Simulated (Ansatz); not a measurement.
**H₂SO (triplet): RPA-PBE over a scan of the distance O1–H3 along a hydrogen transfer, cc-pVDZ**

Aim: run H₂SO (triplet) with these functionals over a scan of the distance O1–H3 along a hydrogen transfer, and hold them against the top wave-function level at the same points.

Method: cc-pVDZ, all electrons in the functionals, frozen cores in the correlation of double hybrids and RPA; program: Ansatz 0.2.0, Gaussian basis.

The runs, in order: RPA-PBE, at 0.892 Å; 0.960 Å; 1.056 Å; 1.153 Å; 1.249 Å; 1.346 Å; 1.443 Å; 1.539 Å; 1.636 Å.

13 further runs of the same task are left out: 12 that didn't finish, 1 set aside as unsound or not needed.

### 1 The system

The geometry derives from fragments relaxed apart (PBE0/def2-TZVP) and kept rigid, so it is no stationary point. A hydrogen atom is moved between rigid fragments.

4 atoms, charge 0, spin multiplicity 3.

Atoms are counted from 1 here; the program's logs count them from 0.

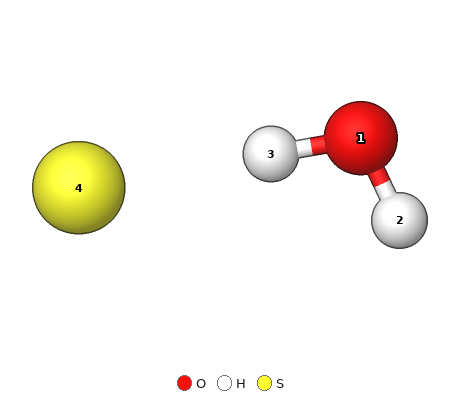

The geometry (oxygen red, hydrogen white, sulfur yellow); atoms are numbered from 1 in the order of the file.

As a file:

```xyz
4
H2OS
O    -0.9316   -0.2316    0.0000
H    -1.1809    0.6949    0.0000
H     0.0280   -0.2316    0.0000
S     2.0844   -0.2316    0.0000
```

No dispersion term is added.

The geometry shown and the zero of energy belong to the point 0.960 Å. The yardstick, UCCSDT(Q), and other wave-function levels (R restricted, U unrestricted, valence and pair active spaces) come from earlier runs.

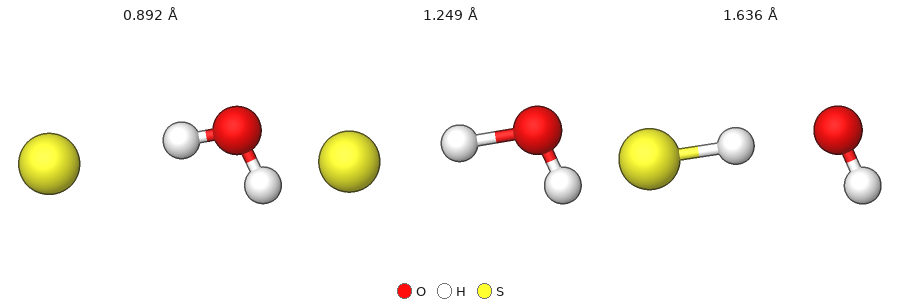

Three points of the scan; sticks are drawn by distance.

### 2 RPA-PBE, 0.892 Å

in.yaml reads:

```yaml
crystal:
  periodic: [false, false, false]
  atoms:
    - {symbol: O, position_ang: [-0.914673, -0.231644, 0.000000]}
    - {symbol: H, position_ang: [-1.163982, 0.694932, 0.000000]}
    - {symbol: H, position_ang: [-0.022673, -0.231644, 0.000000]}
    - {symbol: S, position_ang: [2.101327, -0.231644, 0.000000]}
basis:
  gaussian: {orbitals: cc-pVDZ}
magnetization: {spin_polarized: true, initial_magnetization: 2}
hamiltonian: {xc: {name: PBE}}
correlation: {method: rpa, electrons: outside_noble_gas}
```

Started as:

```console
> ansatz run in.yaml --threads 1 --pin off --events-out ev --progress --plain --max-ram 2393MiB
```

The log of the run:

```text
Functional definition: PBE
  name "PBE"
  cite "Perdew, Burke & Ernzerhof, Phys. Rev. Lett. 77, 3865 (1996) doi:10.1103/PhysRevLett.77.3865"
  parent pbe
  parameter kappa = 0.804
  parameter beta = 0.06672455060314922
  exchange = pbe_x(kappa = kappa, mu = beta*pi^2/3)
  correlation = pbe_c(beta = beta)
407 factors; integrals over basis functions are off by at most 1.6e-3 eV
mean field evaluation 1: about -12900.1479 eV, gradient 3.9e1 eV
mean field evaluation 2: about -12900.1447 eV, gradient 3.9e1 eV
mean field evaluation 4: about -12903.0792 eV, gradient 1.8e1 eV
mean field evaluation 8: about -12905.2521 eV, gradient 6.6e-1 eV
mean field evaluation 16: about -12905.2539 eV, gradient 3.6e-3 eV
mean field evaluation 32: about -12900.8127 eV, gradient 5.1e-1 eV
mean field evaluation 64: about -12905.2486 eV, gradient 6.8e-2 eV
mean field evaluation 96: about -12905.2495 eV, gradient 3.3e-1 eV
mean field evaluation 128: about -12905.2524 eV, gradient 1.9e-1 eV
mean field evaluation 160: about -12905.2080 eV, gradient 1.7e-1 eV
mean field -12905.25394688 eV, -474.2593350524 hartree, gradient 4.0e-6 eV, S^2 2.002569; 11 other end points of the search recorded, 0 dependent functions left out
6 core orbitals not correlated: weight in the atoms' cores, before any rotation towards them, 1.000 or more for the frozen orbitals, at most 0.000 for the correlated occupied ones
reference -12884.04031046 eV, -473.4797482931 hartree; 8, 6 occupied and 28, 30 virtual orbitals, 407 factors
Total energy: -12897.38676212 eV, -473.9702213452 hartree
```

Run time: 8.5 s. Hardware: 1 thread of Arm Neoverse V2, shared host.

From the report: ⟨S²⟩ of the determinant 2.003 (pure triplet: 2.00).

### 3 RPA-PBE, 0.960 Å

in.yaml reads:

```yaml
crystal:
  periodic: [false, false, false]
  atoms:
    - {symbol: O, position_ang: [-0.931555, -0.231644, 0.000000]}
    - {symbol: H, position_ang: [-1.180864, 0.694932, 0.000000]}
    - {symbol: H, position_ang: [0.027974, -0.231644, 0.000000]}
    - {symbol: S, position_ang: [2.084445, -0.231644, 0.000000]}
basis:
  gaussian: {orbitals: cc-pVDZ}
magnetization: {spin_polarized: true, initial_magnetization: 2}
hamiltonian: {xc: {name: PBE}}
correlation: {method: rpa, electrons: outside_noble_gas}
```

Launched as before.

The log of the run, shortened:

```text
Functional definition: PBE
  name "PBE"
  cite "Perdew, Burke & Ernzerhof, Phys. Rev. Lett. 77, 3865 (1996) doi:10.1103/PhysRevLett.77.3865"
  parent pbe
[...]
408 factors; integrals over basis functions are off by at most 1.4e-3 eV
[...]
mean field -12905.47912169 eV, -474.2676100742 hartree, gradient 8.2e-6 eV, S^2 2.002611; 12 other end points of the search recorded, 0 dependent functions left out
6 core orbitals not correlated: weight in the atoms' cores, before any rotation towards them, 1.000 or more for the frozen orbitals, at most 0.000 for the correlated occupied ones
reference -12883.93224349 eV, -473.4757769052 hartree; 8, 6 occupied and 28, 30 virtual orbitals, 408 factors
Total energy: -12897.56630730 eV, -473.9768195087 hartree
```

Wall time 7.5 s (1 thread of Arm Neoverse V2, shared host).

From the report: ⟨S²⟩ of the determinant 2.003 (pure triplet: 2.00).

### 4 RPA-PBE, 1.056 Å

in.yaml reads:

```yaml
crystal:
  periodic: [false, false, false]
  atoms:
    - {symbol: O, position_ang: [-0.955673, -0.231644, 0.000000]}
    - {symbol: H, position_ang: [-1.204982, 0.694932, 0.000000]}
    - {symbol: H, position_ang: [0.100327, -0.231644, 0.000000]}
    - {symbol: S, position_ang: [2.060327, -0.231644, 0.000000]}
basis:
  gaussian: {orbitals: cc-pVDZ}
magnetization: {spin_polarized: true, initial_magnetization: 2}
hamiltonian: {xc: {name: PBE}}
correlation: {method: rpa, electrons: outside_noble_gas}
```

Launched as before.

The log of the run, shortened:

```text
Functional definition: PBE
  name "PBE"
  cite "Perdew, Burke & Ernzerhof, Phys. Rev. Lett. 77, 3865 (1996) doi:10.1103/PhysRevLett.77.3865"
  parent pbe
[...]
408 factors; integrals over basis functions are off by at most 1.6e-3 eV
[...]
mean field -12905.43245395 eV, -474.2658950665 hartree, gradient 5.3e-6 eV, S^2 2.002693; 12 other end points of the search recorded, 0 dependent functions left out
6 core orbitals not correlated: weight in the atoms' cores, before any rotation towards them, 1.000 or more for the frozen orbitals, at most 0.000 for the correlated occupied ones
reference -12883.33129788 eV, -473.4536925613 hartree; 8, 6 occupied and 28, 30 virtual orbitals, 408 factors
Total energy: -12897.45053761 eV, -473.9725650512 hartree
```

It took 8.5 s on 1 thread of Arm Neoverse V2, shared host.

From the report: ⟨S²⟩ of the determinant 2.003 (pure triplet: 2.00).

From 0.960 Å: +2.7 kcal/mol.

### 5 RPA-PBE, 1.153 Å

in.yaml reads:

```yaml
crystal:
  periodic: [false, false, false]
  atoms:
    - {symbol: O, position_ang: [-0.979923, -0.231644, 0.000000]}
    - {symbol: H, position_ang: [-1.229232, 0.694932, 0.000000]}
    - {symbol: H, position_ang: [0.173077, -0.231644, 0.000000]}
    - {symbol: S, position_ang: [2.036077, -0.231644, 0.000000]}
basis:
  gaussian: {orbitals: cc-pVDZ}
magnetization: {spin_polarized: true, initial_magnetization: 2}
hamiltonian: {xc: {name: PBE}}
correlation: {method: rpa, electrons: outside_noble_gas}
```

Launched as before.

The log of the run, shortened:

```text
Functional definition: PBE
  name "PBE"
  cite "Perdew, Burke & Ernzerhof, Phys. Rev. Lett. 77, 3865 (1996) doi:10.1103/PhysRevLett.77.3865"
  parent pbe
[...]
410 factors; integrals over basis functions are off by at most 1.4e-3 eV
[...]
mean field -12905.19129094 eV, -474.2570324890 hartree, gradient 5.8e-6 eV, S^2 2.002809; 12 other end points of the search recorded, 0 dependent functions left out
6 core orbitals not correlated: weight in the atoms' cores, before any rotation towards them, 1.000 or more for the frozen orbitals, at most 0.000 for the correlated occupied ones
reference -12882.47768064 eV, -473.4223227066 hartree; 8, 6 occupied and 28, 30 virtual orbitals, 410 factors
Total energy: -12897.15407020 eV, -473.9616700749 hartree
```

Wall time 8.5 s (1 thread of Arm Neoverse V2, shared host).

From the report: ⟨S²⟩ of the determinant 2.003 (pure triplet: 2.00).

From 0.960 Å: +9.5 kcal/mol.

### 6 RPA-PBE, 1.249 Å

in.yaml reads:

```yaml
crystal:
  periodic: [false, false, false]
  atoms:
    - {symbol: O, position_ang: [-1.003923, -0.231644, 0.000000]}
    - {symbol: H, position_ang: [-1.253232, 0.694932, 0.000000]}
    - {symbol: H, position_ang: [0.245077, -0.231644, 0.000000]}
    - {symbol: S, position_ang: [2.012077, -0.231644, 0.000000]}
basis:
  gaussian: {orbitals: cc-pVDZ}
magnetization: {spin_polarized: true, initial_magnetization: 2}
hamiltonian: {xc: {name: PBE}}
correlation: {method: rpa, electrons: outside_noble_gas}
```

Same command.

The log of the run, shortened:

```text
Functional definition: PBE
  name "PBE"
  cite "Perdew, Burke & Ernzerhof, Phys. Rev. Lett. 77, 3865 (1996) doi:10.1103/PhysRevLett.77.3865"
  parent pbe
[...]
412 factors; integrals over basis functions are off by at most 1.6e-3 eV
[...]
mean field -12904.92129682 eV, -474.2471103885 hartree, gradient 2.0e-6 eV, S^2 2.002950; 12 other end points of the search recorded, 0 dependent functions left out
6 core orbitals not correlated: weight in the atoms' cores, before any rotation towards them, 1.000 or more for the frozen orbitals, at most 0.000 for the correlated occupied ones
reference -12881.65795652 eV, -473.3921984007 hartree; 8, 6 occupied and 28, 30 virtual orbitals, 412 factors
Total energy: -12896.85961103 eV, -473.9508489000 hartree
```

Wall time 8 s (1 thread of Arm Neoverse V2, shared host).

From the report: ⟨S²⟩ of the determinant 2.003 (pure triplet: 2.00).

From 0.960 Å: +16.3 kcal/mol.

### 7 RPA-PBE, 1.346 Å

in.yaml reads:

```yaml
crystal:
  periodic: [false, false, false]
  atoms:
    - {symbol: O, position_ang: [-1.028173, -0.231644, 0.000000]}
    - {symbol: H, position_ang: [-1.277482, 0.694932, 0.000000]}
    - {symbol: H, position_ang: [0.317827, -0.231644, 0.000000]}
    - {symbol: S, position_ang: [1.987827, -0.231644, 0.000000]}
basis:
  gaussian: {orbitals: cc-pVDZ}
magnetization: {spin_polarized: true, initial_magnetization: 2}
hamiltonian: {xc: {name: PBE}}
correlation: {method: rpa, electrons: outside_noble_gas}
```

The command is unchanged.

The log of the run, shortened:

```text
Functional definition: PBE
  name "PBE"
  cite "Perdew, Burke & Ernzerhof, Phys. Rev. Lett. 77, 3865 (1996) doi:10.1103/PhysRevLett.77.3865"
  parent pbe
[...]
409 factors; integrals over basis functions are off by at most 1.8e-3 eV
[...]
mean field -12904.70369628 eV, -474.2391137158 hartree, gradient 4.6e-6 eV, S^2 2.003095; 11 other end points of the search recorded, 0 dependent functions left out
6 core orbitals not correlated: weight in the atoms' cores, before any rotation towards them, 1.000 or more for the frozen orbitals, at most 0.000 for the correlated occupied ones
reference -12881.11351612 eV, -473.3721905851 hartree; 8, 6 occupied and 28, 30 virtual orbitals, 409 factors
Total energy: -12896.64896643 eV, -473.9431078537 hartree
```

Run time: 8 s. Hardware: 1 thread of Arm Neoverse V2, shared host.

From the report: ⟨S²⟩ of the determinant 2.003 (pure triplet: 2.00).

From 0.960 Å: +21.2 kcal/mol.

### 8 RPA-PBE, 1.443 Å

in.yaml reads:

```yaml
crystal:
  periodic: [false, false, false]
  atoms:
    - {symbol: O, position_ang: [-1.052423, -0.231644, 0.000000]}
    - {symbol: H, position_ang: [-1.301732, 0.694932, 0.000000]}
    - {symbol: H, position_ang: [0.390577, -0.231644, 0.000000]}
    - {symbol: S, position_ang: [1.963577, -0.231644, 0.000000]}
basis:
  gaussian: {orbitals: cc-pVDZ}
magnetization: {spin_polarized: true, initial_magnetization: 2}
hamiltonian: {xc: {name: PBE}}
correlation: {method: rpa, electrons: outside_noble_gas}
```

Same command.

The log of the run, shortened:

```text
Functional definition: PBE
  name "PBE"
  cite "Perdew, Burke & Ernzerhof, Phys. Rev. Lett. 77, 3865 (1996) doi:10.1103/PhysRevLett.77.3865"
  parent pbe
[...]
408 factors; integrals over basis functions are off by at most 1.5e-3 eV
[...]
mean field -12904.56884296 eV, -474.2341579479 hartree, gradient 2.5e-6 eV, S^2 2.003235; 9 other end points of the search recorded, 0 dependent functions left out
6 core orbitals not correlated: weight in the atoms' cores, before any rotation towards them, 1.000 or more for the frozen orbitals, at most 0.000 for the correlated occupied ones
reference -12881.00087845 eV, -473.3680512271 hartree; 8, 6 occupied and 28, 30 virtual orbitals, 408 factors
Total energy: -12896.54356752 eV, -473.9392345150 hartree
```

Run time: 8 s. Hardware: 1 thread of Arm Neoverse V2, shared host.

From the report: ⟨S²⟩ of the determinant 2.003 (pure triplet: 2.00).

From 0.960 Å: +23.6 kcal/mol.

### 9 RPA-PBE, 1.539 Å

in.yaml reads:

```yaml
crystal:
  periodic: [false, false, false]
  atoms:
    - {symbol: O, position_ang: [-1.076423, -0.231644, 0.000000]}
    - {symbol: H, position_ang: [-1.325732, 0.694932, 0.000000]}
    - {symbol: H, position_ang: [0.462577, -0.231644, 0.000000]}
    - {symbol: S, position_ang: [1.939577, -0.231644, 0.000000]}
basis:
  gaussian: {orbitals: cc-pVDZ}
magnetization: {spin_polarized: true, initial_magnetization: 2}
hamiltonian: {xc: {name: PBE}}
correlation: {method: rpa, electrons: outside_noble_gas}
```

The command is unchanged.

The log of the run, shortened:

```text
Functional definition: PBE
  name "PBE"
  cite "Perdew, Burke & Ernzerhof, Phys. Rev. Lett. 77, 3865 (1996) doi:10.1103/PhysRevLett.77.3865"
  parent pbe
[...]
408 factors; integrals over basis functions are off by at most 1.5e-3 eV
[...]
mean field -12904.49058703 eV, -474.2312820955 hartree, gradient 3.0e-6 eV, S^2 2.003374; 9 other end points of the search recorded, 0 dependent functions left out
6 core orbitals not correlated: weight in the atoms' cores, before any rotation towards them, 1.000 or more for the frozen orbitals, at most 0.000 for the correlated occupied ones
reference -12881.25702075 eV, -473.3774642828 hartree; 8, 6 occupied and 28, 30 virtual orbitals, 408 factors
Total energy: -12896.50778196 eV, -473.9379194203 hartree
```

It took 9 s on 1 thread of Arm Neoverse V2, shared host.

From the report: ⟨S²⟩ of the determinant 2.003 (pure triplet: 2.00).

From 0.960 Å: +24.4 kcal/mol.

### 10 RPA-PBE, 1.636 Å

in.yaml reads:

```yaml
crystal:
  periodic: [false, false, false]
  atoms:
    - {symbol: O, position_ang: [-1.100673, -0.231644, 0.000000]}
    - {symbol: H, position_ang: [-1.349982, 0.694932, 0.000000]}
    - {symbol: H, position_ang: [0.535327, -0.231644, 0.000000]}
    - {symbol: S, position_ang: [1.915327, -0.231644, 0.000000]}
basis:
  gaussian: {orbitals: cc-pVDZ}
magnetization: {spin_polarized: true, initial_magnetization: 2}
hamiltonian: {xc: {name: PBE}}
correlation: {method: rpa, electrons: outside_noble_gas}
```

Same command.

The log of the run, shortened:

```text
Functional definition: PBE
  name "PBE"
  cite "Perdew, Burke & Ernzerhof, Phys. Rev. Lett. 77, 3865 (1996) doi:10.1103/PhysRevLett.77.3865"
  parent pbe
[...]
410 factors; integrals over basis functions are off by at most 1.5e-3 eV
[...]
mean field -12904.39282344 eV, -474.2276893496 hartree, gradient 3.8e-6 eV, S^2 2.003506; 8 other end points of the search recorded, 0 dependent functions left out
6 core orbitals not correlated: weight in the atoms' cores, before any rotation towards them, 1.000 or more for the frozen orbitals, at most 0.000 for the correlated occupied ones
reference -12881.66301771 eV, -473.3923843962 hartree; 8, 6 occupied and 28, 30 virtual orbitals, 410 factors
Total energy: -12896.46063364 eV, -473.9361867514 hartree
```

It took 9.5 s on 1 thread of Arm Neoverse V2, shared host.

From the report: ⟨S²⟩ of the determinant 2.004 (pure triplet: 2.00).

From 0.960 Å: +25.5 kcal/mol.

### 11 The comparison

The yardstick is UCCSDT(Q), where the cluster series has nearly closed. It comes from earlier runs at the same points. Energies in kcal/mol, counted from 0.960 Å; blanks weren't run or aren't comparable.

| level | 0.892 Å | 0.960 Å | 1.056 Å | 1.153 Å | 1.249 Å | 1.346 Å | 1.443 Å | 1.539 Å | 1.636 Å |
| --- | --- | --- | --- | --- | --- | --- | --- | --- | --- |
| UCCSDT(Q) | 3.3 | 0.0 | 4.8 | 15.4 | 27.3 | 35.0 | 37.4 | 36.0 | 34.4 |
| RPA-PBE | 4.1 | 0.0 | 2.7 | 9.5 | 16.3 | 21.2 | 23.6 | 24.4 | 25.5 |

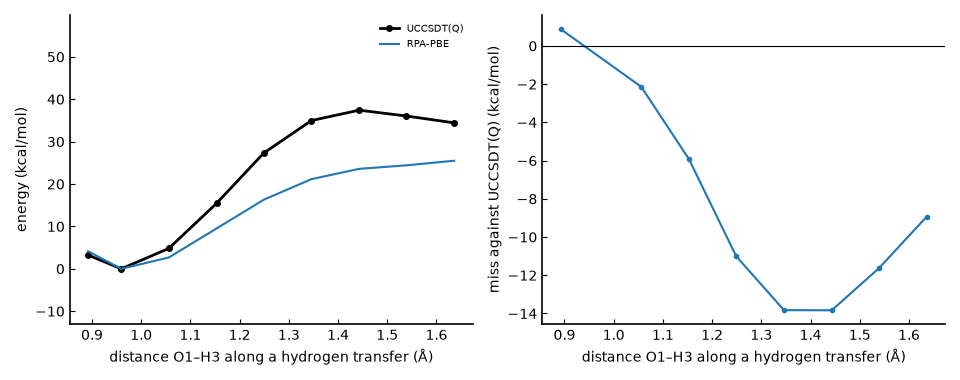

Left: the curves (the axis may cut off levels that run far away). Right: misses against UCCSDT(Q), in the same colours.

Largest miss and mean time a point (UCCSDT(Q) took 43 s a point; shared hosts):

| level | largest miss (kcal/mol) | where | time a point |
| --- | --- | --- | --- |
| RPA-PBE | -13.8 | 1.443 Å | 8.4 s |

### 12 Outcome

```
                   quantity                     value
span of the UCCSDT(Q) curve             37.4 kcal/mol
      largest miss, RPA-PBE  -13.8 kcal/mol (1.443 Å)
```

In words: RPA-PBE strays by up to 13.8 kcal/mol, at 1.443 Å. Functionals and the yardstick converge differently with the basis, so part of each miss in cc-pVDZ is the basis.
